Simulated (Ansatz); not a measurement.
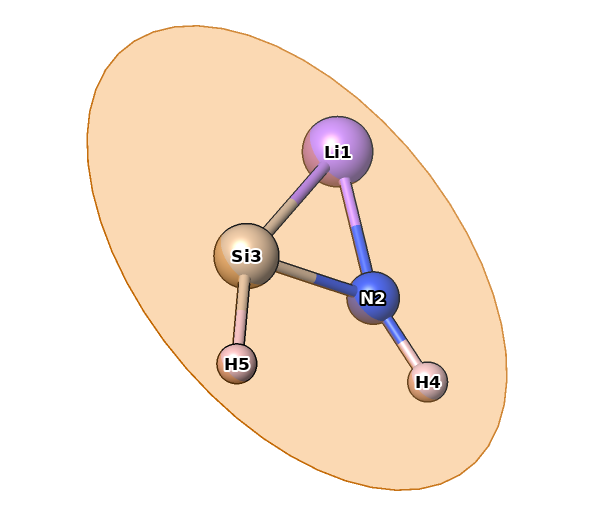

A disc through the centre of mass is drawn in. Depth is shown by fading: the farther an atom, the more it takes the colour of the background. The computed structure is the end point of a PBE-D4/def2-SVP optimisation. No frequency run is at hand to confirm it as a minimum.

### Is the plane of the disc a mirror plane of the structure?

Yes. The reflection leaves Li1, N2, Si3, H4, H5 in place. The point group is Cs.
